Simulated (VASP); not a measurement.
Band structure of SnS₂ (1T layered). These are rev-vdW-DF2, VASP's PBE PAW potentials (set 64) (plane waves; VASP) values and carry that method's errors.

Unless said otherwise, spin-orbit coupling is left out, though it shifts the bands of the heavy elements here.

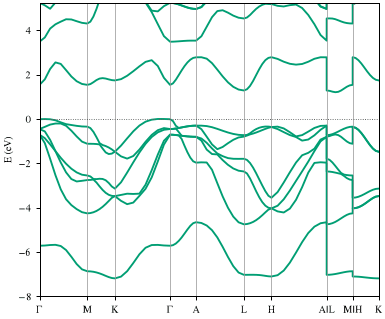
Fig. 1. Bands along high-symmetry lines, zero at the valence-band maximum or, without a gap, the Fermi level

Task: Read the plot: is there a gap, and where are the band edges?

Result: The gap is indirect, 1.21 eV, from the valence maximum at K-Γ at 0.78 to the conduction minimum at L-M at 0.33. (Edges off the drawn lines would not show.)

Measured: gap 2.18 eV (computed value off by -0.97 eV), as given by Joseph M. Gonzalez et al., Physical Review B (2016), arXiv:1609.04381.

The compound is SnS2 in the 1T layered structure. It was relaxed first.
